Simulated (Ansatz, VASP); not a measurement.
## SiHg2: VASP beside Ansatz

Wanted: the spread between two codes on one cell, functional and k mesh. The cell is generated by rule, not measured, and may not be a known phase. The cell comes out of the VASP series on this material, whose earlier steps may have relaxed, scaled or displaced it; both programs get it as it stands.

Calculated with Ansatz 0.2.0; plane waves, with VASP 6.6.1 beside it; band structure at HSE06.

The structure was built from a prototype and need not be the compound's stable phase.

### Step 1. Set-up

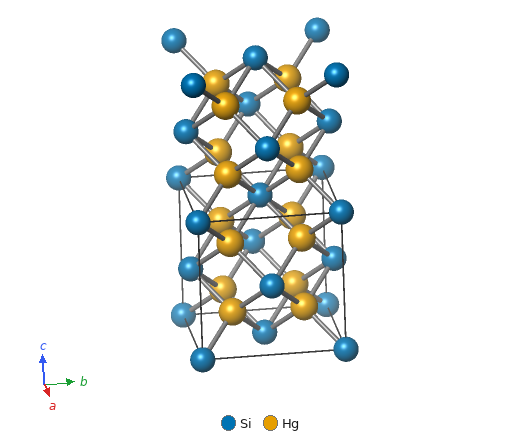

The cell as given, slightly off an axis (silicon blue, mercury orange). 1×1×2 cells are drawn. This picture shows the conventional cell, with its axes. Some periodic images of atoms are drawn too.

### Step 2. VASP: band structure, HSE06

Levels along a path test the potential and the projectors away from the mesh points.

Lines of VASP's logs that name or quote its potential files are left out, and so is its time.

INCAR reads:

```
SYSTEM = SiHg2
PREC = Accurate
ENCUT = 400
EDIFF = 1E-06
NELM = 100
ISMEAR = 0
SIGMA = 0.02
LREAL = .FALSE.
ALGO = Normal
LHFCALC = .TRUE.
AEXX = 0.25
GGA = PE
HFSCREEN = 0.2
LASPH = .TRUE.
NBANDS = 20
PRECFOCK = Fast
LORBIT = 11
LWAVE = .FALSE.
LCHARG = .FALSE.
KPAR = 4
ISIF = 2
```

POSCAR reads:

```
SiHg2
1.0
    0.0000000000      2.9257800000      2.9257800000
    2.9257800000      0.0000000000      2.9257800000
    2.9257800000      2.9257800000      0.0000000000
Si Hg
1 2
Direct
    0.0000000000      0.0000000000      0.0000000000
    0.2500000000      0.2500000000      0.2500000000
    0.7500000000      0.7500000000      0.7500000000
```

KPOINTS reads:

```
Automatic mesh
0
Gamma
4 4 4
0 0 0
```

KPOINTS_OPT reads:

```
Line mode
8
Line-mode
Reciprocal
  0.00000000   0.00000000   0.00000000 GAMMA
  0.50000000   0.00000000   0.50000000 X

  0.50000000   0.00000000   0.50000000 X
  0.50000000   0.25000000   0.75000000 W

  0.50000000   0.25000000   0.75000000 W
  0.37500000   0.37500000   0.75000000 K

  0.37500000   0.37500000   0.75000000 K
  0.00000000   0.00000000   0.00000000 GAMMA

  0.00000000   0.00000000   0.00000000 GAMMA
  0.50000000   0.50000000   0.50000000 L

  0.50000000   0.50000000   0.50000000 L
  0.62500000   0.25000000   0.62500000 U

  0.62500000   0.25000000   0.62500000 U
  0.50000000   0.25000000   0.75000000 W

  0.50000000   0.25000000   0.75000000 W
  0.50000000   0.50000000   0.50000000 L

  0.50000000   0.50000000   0.50000000 L
  0.37500000   0.37500000   0.75000000 K

  0.62500000   0.25000000   0.62500000 U
  0.50000000   0.00000000   0.50000000 X
```

The projector-augmented-wave data sets are Si and Hg (PBE family, release 64).

On the command line:

```
$ mpirun -np 4 vasp_std
```

Numbers of over 12 decimals in the logs are rounded to 6 here.

Output:

```text
[banner, memory and clock lines left out]
running    4 mpi-ranks, on    1 nodes
 distrk:  each k-point on    1 cores,    4 groups
 distr:  one band on    1 cores,    1 groups

 POSCAR found type information on POSCAR SiHg
 POSCAR found :  2 types and       3 ions
 LDA part: xc-table for (Slater+PW92), standard interpolation
 found WAVECAR, reading the header
 POSCAR, INCAR and KPOINTS ok, starting setup
 FFT: planning ... GRIDC
 FFT: planning ... GRID_SOFT
 FFT: planning ... GRID
 reading WAVECAR
 the WAVECAR file was read successfully
 initial charge from wavefunction
 entering main loop
       N       E                     dE             d eps       ncg     rms          rms(c)
DAV:   1    -0.340520363969E+01   -0.34052E+01   -0.62494E-01   324   0.835E+00    0.325E+00
DAV:   2    -0.340767510649E+01   -0.24715E-02   -0.11480E-01   336   0.337E+00    0.211E+00
DAV:   3    -0.340907444788E+01   -0.13993E-02   -0.13894E-02   352   0.120E+00    0.132E+00
DAV:   4    -0.340927357731E+01   -0.19913E-03   -0.12283E-03   328   0.252E-01    0.792E-01
DAV:   5    -0.340921378401E+01    0.59793E-04   -0.39610E-05   344   0.607E-02    0.465E-01
DAV:   6    -0.340919711772E+01    0.16666E-04   -0.14949E-05   352   0.321E-02    0.274E-01
DAV:   7    -0.340920136897E+01   -0.42513E-05   -0.38042E-06   336   0.136E-02    0.163E-01
DAV:   8    -0.340923662768E+01   -0.35259E-04   -0.21803E-06   248   0.824E-03    0.969E-02
DAV:   9    -0.340939055004E+01   -0.15392E-03   -0.98251E-06   256   0.120E-02    0.668E-02
DAV:  10    -0.341018026195E+01   -0.78971E-03   -0.67836E-05   364   0.336E-02    0.106E-01
DAV:  11    -0.341278707477E+01   -0.26068E-02   -0.38975E-04   356   0.919E-02    0.120E-01
DAV:  12    -0.341336950069E+01   -0.58243E-03   -0.36784E-04   332   0.889E-02    0.762E-02
DAV:  13    -0.341287255684E+01    0.49694E-03   -0.14606E-04   348   0.614E-02    0.460E-02
DAV:  14    -0.341254703742E+01    0.32552E-03   -0.65876E-05   388   0.376E-02    0.278E-02
DAV:  15    -0.341235207525E+01    0.19496E-03   -0.27207E-05   360   0.210E-02    0.170E-02
DAV:  16    -0.341223702118E+01    0.11505E-03   -0.14224E-05   360   0.129E-02    0.104E-02
DAV:  17    -0.341217005722E+01    0.66964E-04   -0.77917E-06   248   0.768E-03    0.653E-03
DAV:  18    -0.341213121944E+01    0.38838E-04   -0.50448E-06   204   0.537E-03    0.413E-03
DAV:  19    -0.341210943998E+01    0.21779E-04   -0.32963E-06   196   0.350E-03    0.265E-03
DAV:  20    -0.341209760330E+01    0.11837E-04   -0.22865E-06   184   0.241E-03    0.174E-03
DAV:  21    -0.341209143453E+01    0.61688E-05   -0.16411E-06   184   0.180E-03    0.116E-03
DAV:  22    -0.341208841629E+01    0.30182E-05   -0.12051E-06   188   0.140E-03    0.782E-04
DAV:  23    -0.341208711091E+01    0.13054E-05   -0.89970E-07   184   0.113E-03    0.532E-04
DAV:  24    -0.341208668588E+01    0.42503E-06   -0.68017E-07   184   0.935E-04
   1 F= -.34120867E+01 E0= -.34115249E+01  d E =-.112352E-02
 Start KPOINTS_OPT (optional k-point list driver)
k-point batch [1-8\80]
       N       E                     dE             ncg
DAV:   1     0.137768173796E+04   -0.19274E+04      320
DAV:   2    -0.267848788572E+03   -0.16455E+04      320
DAV:   3    -0.337276603826E+03   -0.69428E+02      364
DAV:   4    -0.338679928297E+03   -0.14033E+01      356
DAV:   5    -0.338689128497E+03   -0.92002E-02      352
DAV:   6    -0.338689247737E+03   -0.11924E-03      352
DAV:   7    -0.338689249352E+03   -0.16152E-05      252
DAV:   8    -0.338689249380E+03   -0.27966E-07      220
[...]
k-point batch [73-80\80]
       N       E                     dE             ncg
DAV:   1     0.132509763161E+04   -0.55981E+04      320
DAV:   2    -0.389906267728E+03   -0.17150E+04      340
DAV:   3    -0.452452308898E+03   -0.62546E+02      360
DAV:   4    -0.453117325766E+03   -0.66502E+00      360
DAV:   5    -0.453120509476E+03   -0.31837E-02      356
DAV:   6    -0.453120529421E+03   -0.19945E-04      352
DAV:   7    -0.453120529562E+03   -0.14087E-06      264
```

Parts of OUTCAR (step 2):

```text
ion  position               nearest neighbor table
   1  0.000  0.000  0.000-   2 2.53   3 2.53   3 2.53   3 2.53   3 2.53   2 2.53   2 2.53   2 2.53

  LATTYP: Found a face centered cubic cell.
 ALAT       =     5.8515600000

 Subroutine GETGRP returns: Found 48 space group operations
 (whereof 48 operations were pure point group operations)

The static configuration has the point symmetry O_h .

 Found      8 irreducible k-points:

   k-points           NKPTS =      8   k-points in BZ     NKDIM =     64   number of bands    NBANDS=     20

   dimension x,y,z NGX =    28 NGY =   28 NGZ =   28
   dimension x,y,z NGXF=    56 NGYF=   56 NGZF=   56

   ENCUT  =  400.0 eV  29.40 Ry    5.42 a.u.   6.75  6.75  6.75*2*pi/ulx,y,z

   NELECT =      28.0000    total number of electrons

 k-points in reciprocal lattice and weights: Automatic mesh
   0.00000000  0.00000000  0.00000000       0.016
   0.25000000  0.00000000  0.00000000       0.125
   0.50000000  0.00000000  0.00000000       0.062
   0.25000000  0.25000000  0.00000000       0.094
   0.50000000  0.25000000  0.00000000       0.375
  -0.25000000  0.25000000  0.00000000       0.188
   0.50000000  0.50000000  0.00000000       0.047
  -0.25000000  0.50000000  0.25000000       0.094

  exchange ACFDT corr.  =         0.00000000  see jH, gK, PRB 81, 115126

 average (electrostatic) potential at core
       1 -79.3690       2 -32.4365       3 -32.4365

 E-fermi :   7.6446

 k-point     1 :       0.0000    0.0000    0.0000
  band No.  band energies     occupation
    ...
      7      -1.8599      2.00000
      8      -1.8589      2.00000
      9      -1.8505      2.00000
     10      -0.8956      2.00000
     11      -0.8945      2.00000
     12       8.5463      0.00000
     13       8.6904      0.00000
     14       8.7194      0.00000
     15       8.7407      0.00000
     16       9.2874      0.00000
    ...

 k-point     2 :       0.2500    0.0000    0.0000
  band No.  band energies     occupation
    ...
      9      -2.1657      2.00000
     10      -1.6220      2.00000
     11      -1.6218      2.00000
     12       2.7748      2.00000
     13       7.6351      1.50000
     14       7.7128      0.00000
     15       7.8301      0.00000
     16      10.6810      0.00000
     17      10.7031      0.00000
     18      12.2441      0.00000
    ...

 k-point     3 :       0.5000    0.0000    0.0000
  band No.  band energies     occupation
    ...
     11      -2.0970      2.00000
     12      -1.6354      2.00000
     13       7.2360      2.00000
     14       7.2936      2.00000
     15       7.4366      2.00000
     16      10.7996      0.00000
     17      10.8117      0.00000
     18      12.9684      0.00000
     19      16.1167      0.00000
     20      18.0332      0.00000

  Total       13.4250760     13.4250760     13.4250760     -0.0000000      0.0000000      0.0000000
  in kB      429.4101832    429.4101832    429.4101832     -0.0000000      0.0000000      0.0000000
  external PRESSURE =     429.4101832 kB  Pullay stress =       0.0000000 kB

  energy-cutoff  :      400.00
  volume of cell :       50.09
      direct lattice vectors                 reciprocal lattice vectors
     0.000000000  2.925780000  2.925780000    -0.170894599  0.170894599  0.170894599
     2.925780000  0.000000000  2.925780000     0.170894599 -0.170894599  0.170894599
     2.925780000  2.925780000  0.000000000     0.170894599  0.170894599 -0.170894599

 POSITION                                       TOTAL-FORCE (eV/Angst)
 -----------------------------------------------------------------------------------
      0.00000      0.00000      0.00000        -0.000000      0.000000     -0.000000
      1.46289      1.46289      1.46289        -0.000000     -0.000000     -0.000000
      4.38867      4.38867      4.38867         0.000000      0.000000      0.000000
 -----------------------------------------------------------------------------------
    total drift:                                0.000002      0.000004      0.000004

  FREE ENERGIE OF THE ION-ELECTRON SYSTEM (eV)
  ---------------------------------------------------
  free  energy   TOTEN  =        -3.4120866859 eV

  energy  without entropy=       -3.4109631620  energy(sigma->0) =       -3.41152492

 total charge
# of ion       s       p       d       tot
------------------------------------------
    1        0.758   0.987   0.000   1.745
    2        0.837   0.674   9.366  10.877
    3        0.837   0.674   9.366  10.877
--------------------------------------------------
tot          2.431   2.335  18.732  23.498

[... 3 further parts left out ...]
```

The run ends at a pressure of 42.94 GPa.

[end of part 1 of 2]

[Lines on the potential files, build, host, timing and source positions are cut from VASP's logs without a mark.]

[Logs are printed without paths, hosts, clocks, repeated set-up lines and the standing remarks that a program may print on its own settings, such as how far it seeks lower states.]

[Hosts, paths, dates, database ids (printed as entryN), source tags and the programs' standing remarks are cut or masked in the printed files.]
